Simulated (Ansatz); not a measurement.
**As2H3 (doublet): B2PLYP, RPA-PBE over a scan of the distance As1–As2, cc-pVDZ**

Aim: run As2H3 (doublet) with these functionals over a scan of the distance As1–As2, and hold them against the top wave-function level at the same points.

Computed with Ansatz 0.2.0, Gaussian basis. Level: cc-pVDZ, all electrons in the functionals, frozen cores in the correlation of double hybrids and RPA.

The runs, in order: B2PLYP, RPA-PBE, at 1.913 Å; 2.191 Å; 2.421 Å; 2.696 Å; 2.966 Å; 3.394 Å; 3.956 Å; 4.395 Å; 5.447 Å; 6.488 Å; 8.384 Å.

34 further runs of the same task are left out: 5 for a known fault of the program, 22 that didn't finish, 7 set aside as unsound or not needed.

## Step 1: The geometry

The geometry derives from a PBE0/def2-TZVP stationary point (not a proven minimum). One bond is set to the value named and the two fragments are kept rigid. No spin-orbit coupling is included. The filled d shell of As may be among the frozen orbitals whatever the setting's name suggests; the logs give the count.

5 atoms, charge 0, spin multiplicity 2.

Atoms are counted from 1 here; the program's logs count them from 0.

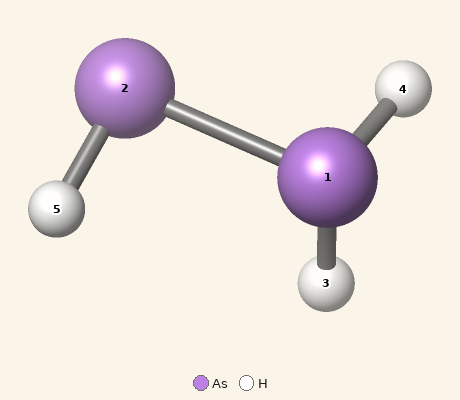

The structure; arsenic purple, hydrogen white; atoms are numbered from 1 in the order of the file.

No dispersion term is added.

The geometry shown and the zero of energy belong to the point 2.421 Å. The yardstick, UCCSDT(Q), and other wave-function levels (R restricted, U unrestricted, valence and pair active spaces) come from earlier runs.

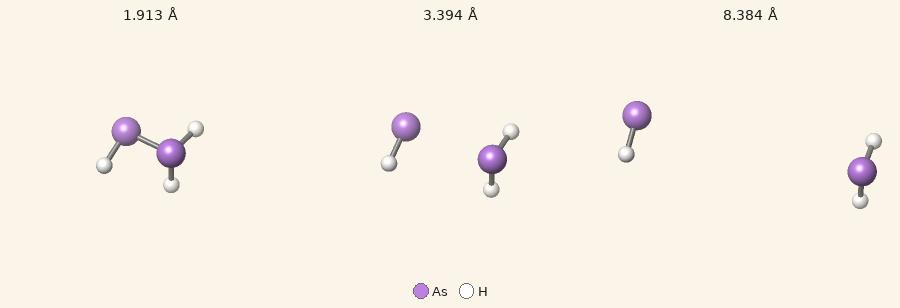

Three points of the scan; sticks are drawn by distance.

## Step 2: B2PLYP, 1.913 Å

Input file in.yaml:

```yaml
crystal:
  periodic: [false, false, false]
  atoms:
    - {symbol: As, position_ang: [0.038104, 0.021288, 0.947857]}
    - {symbol: As, position_ang: [-0.013654, -0.032889, -0.963675]}
    - {symbol: H, position_ang: [-1.302369, 0.728981, 1.101462]}
    - {symbol: H, position_ang: [-0.585780, -1.358509, 1.100889]}
    - {symbol: H, position_ang: [0.070807, 1.491864, -1.026578]}
basis:
  gaussian: {orbitals: cc-pVDZ}
magnetization: {spin_polarized: true, initial_magnetization: 1}
hamiltonian: {xc: {name: B2PLYP}}
correlation: {electrons: outside_noble_gas}
```

The run is started by

```bash
> ansatz run in.yaml --threads 1 --pin off --events-out ev --progress --plain --max-ram 2393MiB
```

Output:

```text
Functional definition: B2PLYP
  name "B2PLYP"
  cite "Grimme, J. Chem. Phys. 124, 034108 (2006) doi:10.1063/1.2148954"
  cite "Becke, Phys. Rev. A 38, 3098 (1988) doi:10.1103/PhysRevA.38.3098"
  cite "Lee, Yang & Parr, Phys. Rev. B 37, 785 (1988) doi:10.1103/PhysRevB.37.785"
  parameter a = 0.53
  parameter c = 0.27
  exchange = (1 - a)*b88_x + a*exact_x
  correlation = (1 - c)*lyp_c + c*(mp2_os + mp2_ss)
787 factors; integrals over basis functions are off by at most 1.1e-3 eV
mean field evaluation 1: about -121700.9701 eV, gradient 5.0e0 eV
mean field evaluation 2: about -121700.9732 eV, gradient 5.0e0 eV
mean field evaluation 4: about -121701.2747 eV, gradient 8.7e-1 eV
mean field evaluation 8: about -121701.2883 eV, gradient 5.3e-2 eV
mean field evaluation 16: about -121701.2885 eV, gradient 1.1e-4 eV
mean field -121701.28845777 eV, -4472.4398587268 hartree, gradient 7.7e-6 eV, S^2 0.758616; 0 other end points of the search recorded, 0 dependent functions left out
28 core orbitals not correlated: weight in the atoms' cores, before any rotation towards them, 0.998 or more for the frozen orbitals, at most 0.001 for the correlated occupied ones
reference -121701.28857826 eV, -4472.4398631548 hartree; 7, 6 occupied and 34, 35 virtual orbitals, 787 factors
second order -7.08654594 eV of doubles, -0.00000000 eV of singles
Total energy: -121703.20194566 eV, -4472.5101781099 hartree
```

It took 5.5 s on 1 thread of Arm Neoverse V1, shared host.

From the report: ⟨S²⟩ of the determinant 0.759 (pure doublet: 0.75).

## Step 3: B2PLYP, 2.191 Å

Input file in.yaml:

```yaml
crystal:
  periodic: [false, false, false]
  atoms:
    - {symbol: As, position_ang: [0.041840, 0.025199, 1.085835]}
    - {symbol: As, position_ang: [-0.017440, -0.036852, -1.103484]}
    - {symbol: H, position_ang: [-1.298633, 0.732892, 1.239440]}
    - {symbol: H, position_ang: [-0.582044, -1.354598, 1.238867]}
    - {symbol: H, position_ang: [0.067021, 1.487901, -1.166387]}
basis:
  gaussian: {orbitals: cc-pVDZ}
magnetization: {spin_polarized: true, initial_magnetization: 1}
hamiltonian: {xc: {name: B2PLYP}}
correlation: {electrons: outside_noble_gas}
```

The command is unchanged.

Output (excerpt; [...] marks lines left out):

```text
Functional definition: B2PLYP
  name "B2PLYP"
  cite "Grimme, J. Chem. Phys. 124, 034108 (2006) doi:10.1063/1.2148954"
  cite "Becke, Phys. Rev. A 38, 3098 (1988) doi:10.1103/PhysRevA.38.3098"
  cite "Lee, Yang & Parr, Phys. Rev. B 37, 785 (1988) doi:10.1103/PhysRevB.37.785"
[...]
788 factors; integrals over basis functions are off by at most 1.2e-3 eV
[...]
mean field -121703.84646629 eV, -4472.5338638061 hartree, gradient 6.1e-6 eV, S^2 0.756411; 0 other end points of the search recorded, 0 dependent functions left out
28 core orbitals not correlated: weight in the atoms' cores, before any rotation towards them, 0.999 or more for the frozen orbitals, at most 0.000 for the correlated occupied ones
reference -121703.84658874 eV, -4472.5338683062 hartree; 7, 6 occupied and 34, 35 virtual orbitals, 788 factors
second order -7.02820788 eV of doubles, -0.00000000 eV of singles
Total energy: -121705.74420487 eV, -4472.6036044126 hartree
```

Run time: 5.5 s. Hardware: 1 thread of Arm Neoverse V1, shared host.

From the report: ⟨S²⟩ of the determinant 0.756 (pure doublet: 0.75).

## Step 4: B2PLYP, 2.421 Å

Input file in.yaml:

```yaml
crystal:
  periodic: [false, false, false]
  atoms:
    - {symbol: As, position_ang: [0.044935, 0.028439, 1.200164]}
    - {symbol: As, position_ang: [-0.020577, -0.040135, -1.219332]}
    - {symbol: H, position_ang: [-1.295538, 0.736132, 1.353769]}
    - {symbol: H, position_ang: [-0.578949, -1.351358, 1.353196]}
    - {symbol: H, position_ang: [0.063884, 1.484618, -1.282235]}
basis:
  gaussian: {orbitals: cc-pVDZ}
magnetization: {spin_polarized: true, initial_magnetization: 1}
hamiltonian: {xc: {name: B2PLYP}}
correlation: {electrons: outside_noble_gas}
```

The command is unchanged.

Output (excerpt; [...] marks lines left out):

```text
Functional definition: B2PLYP
  name "B2PLYP"
  cite "Grimme, J. Chem. Phys. 124, 034108 (2006) doi:10.1063/1.2148954"
  cite "Becke, Phys. Rev. A 38, 3098 (1988) doi:10.1103/PhysRevA.38.3098"
  cite "Lee, Yang & Parr, Phys. Rev. B 37, 785 (1988) doi:10.1103/PhysRevB.37.785"
[...]
788 factors; integrals over basis functions are off by at most 1.3e-3 eV
[...]
mean field -121704.30973890 eV, -4472.5508887604 hartree, gradient 5.9e-6 eV, S^2 0.756090; 0 other end points of the search recorded, 0 dependent functions left out
28 core orbitals not correlated: weight in the atoms' cores, before any rotation towards them, 1.000 or more for the frozen orbitals, at most 0.000 for the correlated occupied ones
reference -121704.30986324 eV, -4472.5508933300 hartree; 7, 6 occupied and 34, 35 virtual orbitals, 788 factors
second order -7.01326810 eV of doubles, -0.00000000 eV of singles
Total energy: -121706.20344563 eV, -4472.6204811992 hartree
```

Run time: 4.9 s. Hardware: 1 thread of Arm Neoverse V1, shared host.

From the report: ⟨S²⟩ of the determinant 0.756 (pure doublet: 0.75).

## Step 5: B2PLYP, 2.696 Å

Input file in.yaml:

```yaml
crystal:
  periodic: [false, false, false]
  atoms:
    - {symbol: As, position_ang: [0.048626, 0.032302, 1.336477]}
    - {symbol: As, position_ang: [-0.024317, -0.044050, -1.357454]}
    - {symbol: H, position_ang: [-1.291847, 0.739995, 1.490082]}
    - {symbol: H, position_ang: [-0.575258, -1.347495, 1.489509]}
    - {symbol: H, position_ang: [0.060144, 1.480703, -1.420357]}
basis:
  gaussian: {orbitals: cc-pVDZ}
magnetization: {spin_polarized: true, initial_magnetization: 1}
hamiltonian: {xc: {name: B2PLYP}}
correlation: {electrons: outside_noble_gas}
```

Launched as before.

Output (excerpt; [...] marks lines left out):

```text
Functional definition: B2PLYP
  name "B2PLYP"
  cite "Grimme, J. Chem. Phys. 124, 034108 (2006) doi:10.1063/1.2148954"
  cite "Becke, Phys. Rev. A 38, 3098 (1988) doi:10.1103/PhysRevA.38.3098"
  cite "Lee, Yang & Parr, Phys. Rev. B 37, 785 (1988) doi:10.1103/PhysRevB.37.785"
[...]
788 factors; integrals over basis functions are off by at most 1.3e-3 eV
[...]
mean field -121704.10335743 eV, -4472.5433043813 hartree, gradient 6.6e-6 eV, S^2 0.760822; 0 other end points of the search recorded, 0 dependent functions left out
28 core orbitals not correlated: weight in the atoms' cores, before any rotation towards them, 1.000 or more for the frozen orbitals, at most 0.000 for the correlated occupied ones
reference -121704.10348377 eV, -4472.5433090243 hartree; 7, 6 occupied and 34, 35 virtual orbitals, 788 factors
second order -7.04729290 eV of doubles, -0.00000000 eV of singles
Total energy: -121706.00625285 eV, -4472.6132344984 hartree
```

Wall time 5.5 s (1 thread of Arm Neoverse V1, shared host).

From the report: ⟨S²⟩ of the determinant 0.761 (pure doublet: 0.75).

From 2.421 Å: +0.197 eV.

## Step 6: B2PLYP, 2.966 Å

Input file in.yaml:

```yaml
crystal:
  periodic: [false, false, false]
  atoms:
    - {symbol: As, position_ang: [0.052255, 0.036100, 1.470484]}
    - {symbol: As, position_ang: [-0.027993, -0.047898, -1.493240]}
    - {symbol: H, position_ang: [-1.288218, 0.743793, 1.624089]}
    - {symbol: H, position_ang: [-0.571629, -1.343697, 1.623516]}
    - {symbol: H, position_ang: [0.056468, 1.476855, -1.556143]}
basis:
  gaussian: {orbitals: cc-pVDZ}
magnetization: {spin_polarized: true, initial_magnetization: 1}
hamiltonian: {xc: {name: B2PLYP}}
correlation: {electrons: outside_noble_gas}
```

Launched as before.

Output (excerpt; [...] marks lines left out):

```text
Functional definition: B2PLYP
  name "B2PLYP"
  cite "Grimme, J. Chem. Phys. 124, 034108 (2006) doi:10.1063/1.2148954"
  cite "Becke, Phys. Rev. A 38, 3098 (1988) doi:10.1103/PhysRevA.38.3098"
  cite "Lee, Yang & Parr, Phys. Rev. B 37, 785 (1988) doi:10.1103/PhysRevB.37.785"
[...]
788 factors; integrals over basis functions are off by at most 1.3e-3 eV
[...]
mean field -121703.62470997 eV, -4472.5257144118 hartree, gradient 4.0e-6 eV, S^2 0.842989; 2 other end points of the search recorded, 0 dependent functions left out
28 core orbitals not correlated: weight in the atoms' cores, before any rotation towards them, 1.000 or more for the frozen orbitals, at most 0.000 for the correlated occupied ones
reference -121703.62483892 eV, -4472.5257191504 hartree; 7, 6 occupied and 34, 35 virtual orbitals, 788 factors
second order -7.01918454 eV of doubles, -0.00000000 eV of singles
Total energy: -121705.52001874 eV, -4472.5953657244 hartree
```

It took 6.5 s on 1 thread of Arm Neoverse V1, shared host.

From the report: ⟨S²⟩ of the determinant 0.843 (pure doublet: 0.75).

From 2.421 Å: +0.683 eV.

## Step 7: B2PLYP, 3.394 Å

Input file in.yaml:

```yaml
crystal:
  periodic: [false, false, false]
  atoms:
    - {symbol: As, position_ang: [0.058006, 0.042121, 1.682910]}
    - {symbol: As, position_ang: [-0.033821, -0.053999, -1.708486]}
    - {symbol: H, position_ang: [-1.282467, 0.749814, 1.836515]}
    - {symbol: H, position_ang: [-0.565878, -1.337676, 1.835942]}
    - {symbol: H, position_ang: [0.050640, 1.470754, -1.771389]}
basis:
  gaussian: {orbitals: cc-pVDZ}
magnetization: {spin_polarized: true, initial_magnetization: 1}
hamiltonian: {xc: {name: B2PLYP}}
correlation: {electrons: outside_noble_gas}
```

Same command.

Output (excerpt; [...] marks lines left out):

```text
Functional definition: B2PLYP
  name "B2PLYP"
  cite "Grimme, J. Chem. Phys. 124, 034108 (2006) doi:10.1063/1.2148954"
  cite "Becke, Phys. Rev. A 38, 3098 (1988) doi:10.1103/PhysRevA.38.3098"
  cite "Lee, Yang & Parr, Phys. Rev. B 37, 785 (1988) doi:10.1103/PhysRevB.37.785"
[...]
790 factors; integrals over basis functions are off by at most 1.3e-3 eV
[...]
mean field -121703.07398215 eV, -4472.5054755377 hartree, gradient 2.2e-6 eV, S^2 1.387377; 3 other end points of the search recorded, 0 dependent functions left out
28 core orbitals not correlated: weight in the atoms' cores, before any rotation towards them, 1.000 or more for the frozen orbitals, at most 0.000 for the correlated occupied ones
reference -121703.07411727 eV, -4472.5054805032 hartree; 7, 6 occupied and 34, 35 virtual orbitals, 790 factors
second order -6.30382532 eV of doubles, -0.00000000 eV of singles
Total energy: -121704.77615011 eV, -4472.5680290563 hartree
```

Wall time 12 s (1 thread of Arm Neoverse V1, shared host).

From the report: ⟨S²⟩ of the determinant 1.387 (pure doublet: 0.75). The determinant is far from a pure spin state, so its energy mixes those of several spin states (harmless only where they are near-degenerate, as at dissociation).

From 2.421 Å: +1.427 eV.

## Step 8: B2PLYP, 3.956 Å

Input file in.yaml:

```yaml
crystal:
  periodic: [false, false, false]
  atoms:
    - {symbol: As, position_ang: [0.065559, 0.050027, 1.961843]}
    - {symbol: As, position_ang: [-0.041474, -0.062009, -1.991121]}
    - {symbol: H, position_ang: [-1.274914, 0.757720, 2.115448]}
    - {symbol: H, position_ang: [-0.558325, -1.329770, 2.114875]}
    - {symbol: H, position_ang: [0.042987, 1.462744, -2.054024]}
basis:
  gaussian: {orbitals: cc-pVDZ}
magnetization: {spin_polarized: true, initial_magnetization: 1}
hamiltonian: {xc: {name: B2PLYP}}
correlation: {electrons: outside_noble_gas}
```

Same command.

Output (excerpt; [...] marks lines left out):

```text
Functional definition: B2PLYP
  name "B2PLYP"
  cite "Grimme, J. Chem. Phys. 124, 034108 (2006) doi:10.1063/1.2148954"
  cite "Becke, Phys. Rev. A 38, 3098 (1988) doi:10.1103/PhysRevA.38.3098"
  cite "Lee, Yang & Parr, Phys. Rev. B 37, 785 (1988) doi:10.1103/PhysRevB.37.785"
[...]
791 factors; integrals over basis functions are off by at most 1.3e-3 eV
[...]
mean field -121702.82298159 eV, -4472.4962514373 hartree, gradient 1.3e-6 eV, S^2 1.665313; 4 other end points of the search recorded, 0 dependent functions left out
28 core orbitals not correlated: weight in the atoms' cores, before any rotation towards them, 1.000 or more for the frozen orbitals, at most 0.000 for the correlated occupied ones
reference -121702.82312489 eV, -4472.4962567034 hartree; 7, 6 occupied and 34, 35 virtual orbitals, 791 factors
second order -5.98589433 eV of doubles, -0.00000000 eV of singles
Total energy: -121704.43931636 eV, -4472.5556506444 hartree
```

Run time: 15 s. Hardware: 1 thread of Arm Neoverse V1, shared host.

From the report: ⟨S²⟩ of the determinant 1.665 (pure doublet: 0.75). The determinant is far from a pure spin state, so its energy mixes those of several spin states (harmless only where they are near-degenerate, as at dissociation).

From 2.421 Å: +1.764 eV.

## Step 9: B2PLYP, 4.395 Å

Input file in.yaml:

```yaml
crystal:
  periodic: [false, false, false]
  atoms:
    - {symbol: As, position_ang: [0.423544, -0.120742, 1.707904]}
    - {symbol: As, position_ang: [0.304633, -0.245211, -2.683723]}
    - {symbol: H, position_ang: [-0.916929, 0.586951, 1.861509]}
    - {symbol: H, position_ang: [-0.200340, -1.500539, 1.860936]}
    - {symbol: H, position_ang: [0.389094, 1.279542, -2.746626]}
basis:
  gaussian: {orbitals: cc-pVDZ}
magnetization: {spin_polarized: true, initial_magnetization: 1}
hamiltonian: {xc: {name: B2PLYP}}
correlation: {electrons: outside_noble_gas}
```

Same command.

Output (excerpt; [...] marks lines left out):

```text
Functional definition: B2PLYP
  name "B2PLYP"
  cite "Grimme, J. Chem. Phys. 124, 034108 (2006) doi:10.1063/1.2148954"
  cite "Becke, Phys. Rev. A 38, 3098 (1988) doi:10.1103/PhysRevA.38.3098"
  cite "Lee, Yang & Parr, Phys. Rev. B 37, 785 (1988) doi:10.1103/PhysRevB.37.785"
[...]
791 factors; integrals over basis functions are off by at most 1.3e-3 eV
[...]
mean field -121702.75716654 eV, -4472.4938327786 hartree, gradient 2.5e-6 eV, S^2 1.729180; 5 other end points of the search recorded, 0 dependent functions left out
28 core orbitals not correlated: weight in the atoms' cores, before any rotation towards them, 1.000 or more for the frozen orbitals, at most 0.000 for the correlated occupied ones
reference -121702.75731497 eV, -4472.4938382335 hartree; 7, 6 occupied and 34, 35 virtual orbitals, 791 factors
second order -5.91823292 eV of doubles, -0.00000000 eV of singles
Total energy: -121704.35523786 eV, -4472.5525608166 hartree
```

Wall time 20 s (1 thread of Arm Neoverse V1, shared host).

From the report: ⟨S²⟩ of the determinant 1.729 (pure doublet: 0.75). The determinant is far from a pure spin state, so its energy mixes those of several spin states (harmless only where they are near-degenerate, as at dissociation).

From 2.421 Å: +1.848 eV.

## Step 10: B2PLYP, 5.447 Å

Input file in.yaml:

```yaml
crystal:
  periodic: [false, false, false]
  atoms:
    - {symbol: As, position_ang: [0.434929, -0.108825, 2.128381]}
    - {symbol: As, position_ang: [0.287555, -0.263087, -3.314439]}
    - {symbol: H, position_ang: [-0.905544, 0.598868, 2.281986]}
    - {symbol: H, position_ang: [-0.188955, -1.488622, 2.281413]}
    - {symbol: H, position_ang: [0.372016, 1.261666, -3.377342]}
basis:
  gaussian: {orbitals: cc-pVDZ}
magnetization: {spin_polarized: true, initial_magnetization: 1}
hamiltonian: {xc: {name: B2PLYP}}
correlation: {electrons: outside_noble_gas}
```

Launched as before.

Output (excerpt; [...] marks lines left out):

```text
Functional definition: B2PLYP
  name "B2PLYP"
  cite "Grimme, J. Chem. Phys. 124, 034108 (2006) doi:10.1063/1.2148954"
  cite "Becke, Phys. Rev. A 38, 3098 (1988) doi:10.1103/PhysRevA.38.3098"
  cite "Lee, Yang & Parr, Phys. Rev. B 37, 785 (1988) doi:10.1103/PhysRevB.37.785"
[...]
789 factors; integrals over basis functions are off by at most 1.3e-3 eV
[...]
mean field -121702.71729166 eV, -4472.4923674038 hartree, gradient 2.3e-6 eV, S^2 1.760130; 6 other end points of the search recorded, 0 dependent functions left out
28 core orbitals not correlated: weight in the atoms' cores, before any rotation towards them, 1.000 or more for the frozen orbitals, at most 0.000 for the correlated occupied ones
reference -121702.71744989 eV, -4472.4923732186 hartree; 7, 6 occupied and 34, 35 virtual orbitals, 789 factors
second order -5.88078400 eV of doubles, -0.00000000 eV of singles
Total energy: -121704.30526157 eV, -4472.5507242216 hartree
```

It took 26 s on 1 thread of Arm Neoverse V1, shared host.

From the report: ⟨S²⟩ of the determinant 1.760 (pure doublet: 0.75). The determinant is far from a pure spin state, so its energy mixes those of several spin states (harmless only where they are near-degenerate, as at dissociation).

From 2.421 Å: +1.898 eV.

## Step 11: B2PLYP, 6.488 Å

Input file in.yaml:

```yaml
crystal:
  periodic: [false, false, false]
  atoms:
    - {symbol: As, position_ang: [0.446195, -0.097032, 2.544462]}
    - {symbol: As, position_ang: [0.270656, -0.280776, -3.938560]}
    - {symbol: H, position_ang: [-0.894278, 0.610661, 2.698067]}
    - {symbol: H, position_ang: [-0.177689, -1.476829, 2.697494]}
    - {symbol: H, position_ang: [0.355117, 1.243977, -4.001463]}
basis:
  gaussian: {orbitals: cc-pVDZ}
magnetization: {spin_polarized: true, initial_magnetization: 1}
hamiltonian: {xc: {name: B2PLYP}}
correlation: {electrons: outside_noble_gas}
```

The command is unchanged.

Output (excerpt; [...] marks lines left out):

```text
Functional definition: B2PLYP
  name "B2PLYP"
  cite "Grimme, J. Chem. Phys. 124, 034108 (2006) doi:10.1063/1.2148954"
  cite "Becke, Phys. Rev. A 38, 3098 (1988) doi:10.1103/PhysRevA.38.3098"
  cite "Lee, Yang & Parr, Phys. Rev. B 37, 785 (1988) doi:10.1103/PhysRevB.37.785"
[...]
789 factors; integrals over basis functions are off by at most 1.3e-3 eV
[...]
mean field -121702.71295685 eV, -4472.4922081024 hartree, gradient 2.2e-6 eV, S^2 1.762131; 5 other end points of the search recorded, 0 dependent functions left out
28 core orbitals not correlated: weight in the atoms' cores, before any rotation towards them, 1.000 or more for the frozen orbitals, at most 0.000 for the correlated occupied ones
reference -121702.71312824 eV, -4472.4922144011 hartree; 7, 6 occupied and 34, 35 virtual orbitals, 789 factors
second order -5.87583254 eV of doubles, -0.00000000 eV of singles
Total energy: -121704.29960303 eV, -4472.5505162741 hartree
```

Wall time 15 s (1 thread of Arm Neoverse V1, shared host).

From the report: ⟨S²⟩ of the determinant 1.762 (pure doublet: 0.75). The determinant is far from a pure spin state, so its energy mixes those of several spin states (harmless only where they are near-degenerate, as at dissociation).

From 2.421 Å: +1.904 eV.

## Step 12: B2PLYP, 8.384 Å

Input file in.yaml:

```yaml
crystal:
  periodic: [false, false, false]
  atoms:
    - {symbol: As, position_ang: [0.466714, -0.075554, 3.302280]}
    - {symbol: As, position_ang: [0.239877, -0.312993, -5.075287]}
    - {symbol: H, position_ang: [-0.873759, 0.632139, 3.455885]}
    - {symbol: H, position_ang: [-0.157170, -1.455351, 3.455312]}
    - {symbol: H, position_ang: [0.324338, 1.211760, -5.138190]}
basis:
  gaussian: {orbitals: cc-pVDZ}
magnetization: {spin_polarized: true, initial_magnetization: 1}
hamiltonian: {xc: {name: B2PLYP}}
correlation: {electrons: outside_noble_gas}
```

Same command.

Output (excerpt; [...] marks lines left out):

```text
Functional definition: B2PLYP
  name "B2PLYP"
  cite "Grimme, J. Chem. Phys. 124, 034108 (2006) doi:10.1063/1.2148954"
  cite "Becke, Phys. Rev. A 38, 3098 (1988) doi:10.1103/PhysRevA.38.3098"
  cite "Lee, Yang & Parr, Phys. Rev. B 37, 785 (1988) doi:10.1103/PhysRevB.37.785"
[...]
789 factors; integrals over basis functions are off by at most 1.3e-3 eV
[...]
mean field -121702.71270234 eV, -4472.4921987496 hartree, gradient 2.6e-6 eV, S^2 1.762208; 4 other end points of the search recorded, 0 dependent functions left out
28 core orbitals not correlated: weight in the atoms' cores, before any rotation towards them, 1.000 or more for the frozen orbitals, at most 0.000 for the correlated occupied ones
reference -121702.71289330 eV, -4472.4922057673 hartree; 7, 6 occupied and 34, 35 virtual orbitals, 789 factors
second order -5.87441909 eV of doubles, -0.00000000 eV of singles
Total energy: -121704.29898646 eV, -4472.5504936156 hartree
```

Wall time 25 s (1 thread of Arm Neoverse V1, shared host).

From the report: ⟨S²⟩ of the determinant 1.762 (pure doublet: 0.75). The determinant is far from a pure spin state, so its energy mixes those of several spin states (harmless only where they are near-degenerate, as at dissociation).

From 2.421 Å: +1.904 eV.

(Part 1 of 2 ends here.)
